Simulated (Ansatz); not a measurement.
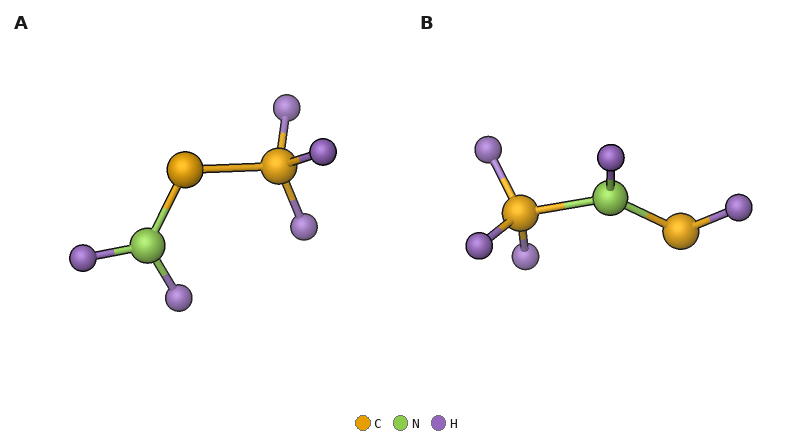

2 stationary structures of one formula. Geometries: PBE-D4/def2-SVP. Electronic energies: PBE-D4/def2-SVP (Ansatz 0.2.0), without zero-point energy. No frequency run is at hand to confirm each as a minimum. Each is one conformer, not always the lowest.

Question: Rank them by energy, lowest first.

Answer: A is lowest (Cs); B lies 10.7 kcal/mol above it (Cs).
